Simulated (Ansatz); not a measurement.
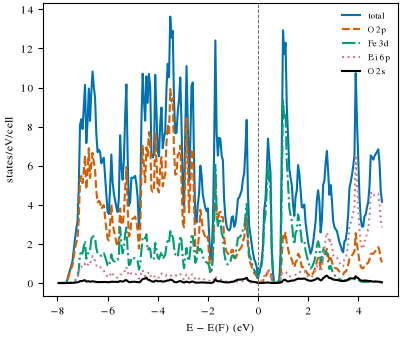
Figure: Total and projected density of states of FeBiO$_{3}$ in space group P4mm (No. 99; Fe on 1a, Bi on 1b, O on 1a, O on 2c), DFT-LDA in the program Ansatz with PAW potentials

Q: Which orbitals carry the states next to the Fermi level?

A: Within 0.5 eV of the Fermi level: Fe 3d 68 %, O 2p 24 %, Bi 6p 5 %. Projections are on Löwdin-orthogonalised atomic valence shells; empty p or d shells of many metals are not among them.

Q: Where is the tallest occupied peak in this window, and what makes it?

A: Near -3.5 eV, about 14 states/eV per cell; the largest projected share is O 2p.

The workflow started from a Materials Project entry (that database holds measured and hypothetical structures alike); the Crystallography Open Database copy checked does not list it. It is not the phase usual at ambient conditions (space group No. 161). The LDA relaxation kept the symmetry of its start, as lowered by the spin order; whether a distortion lowers the energy is not shown. Spin order of the final state: antiferromagnetic, chosen from 5 collinear starts compared on coarse meshes (ties went to the first, and starts can fall back to one state), not a proven ground state. No Hubbard U is applied. A crystal of weakly bound layers computed without a dispersion correction: the cell and the soft elastic constants depend strongly on that. The compound may be a true metal, but semilocal functionals without U, or a wrong spin order, can also close a gap. Scalar-relativistic: spin–orbit coupling is off unless named, which matters more the heavier the elements.

Potentials: the later of the program's two PAW sets.
